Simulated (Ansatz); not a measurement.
**Generalised stacking-fault energy along a line for MgO (rock salt)**

MgO (rock salt) is sheared across one {110} plane: the third cell vector gains the shift, so faults repeat every 4.5 Å. The cut lies between planes 1.49 Å apart; the cell height is held.

```yaml
crystal:
  lattice:
    - [2.97295, 0.00000, 0.00000]
    - [0.00000, 4.20438, 0.00000]
    - [1.48647, 2.10219, 4.45942]
  atoms:
    - { symbol: O, position: [0.00000, 0.00000, 0.83333] }
    - { symbol: O, position: [0.33333, 0.33333, 0.16667] }
    - { symbol: O, position: [0.66667, 0.66667, 0.50000] }
    - { symbol: Mg, position: [0.00000, 0.50000, 0.83333] }
    - { symbol: Mg, position: [0.33333, 0.83333, 0.16667] }
    - { symbol: Mg, position: [0.66667, 0.16667, 0.50000] }
```

In-plane vectors a = (2.973, 0.000) Å, b = (0.000, 4.204) Å, area 12.50 Å². The shift is s times the vector a (length 2.973 Å), so s = 1 restores the start. The shift is rigid: no atom relaxes. γ = [E(shift) − E(0)] / area.

The numbers are results of r2SCAN (plane waves to 500 eV, PAW, scalar-relativistic; Ansatz, an electronic-structure program), not measurements. k mesh 10×10×10 (Γ-centred), Fermi-Dirac smearing 0.05 eV. E is the zero-smearing estimate. Faults lie only 4.5 Å apart, and holding the cell height and the atoms raises γ above its relaxed value. Left out: 3 of 12 points, with atoms too close for the PAW data. MgO was relaxed with its symmetry unable to fall. The zero of γ is zero shift.

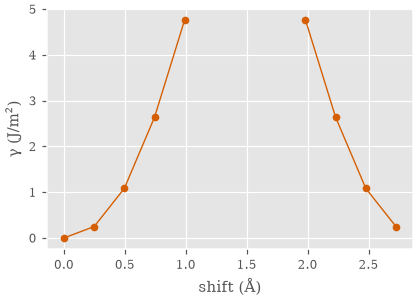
Figure. γ (J/m²) against shift (Å); markers are the computed points, lines only join them.

(The slope of γ gives the shear force per area between the displaced halves; near zero shift its curvature is an elastic stiffness.)
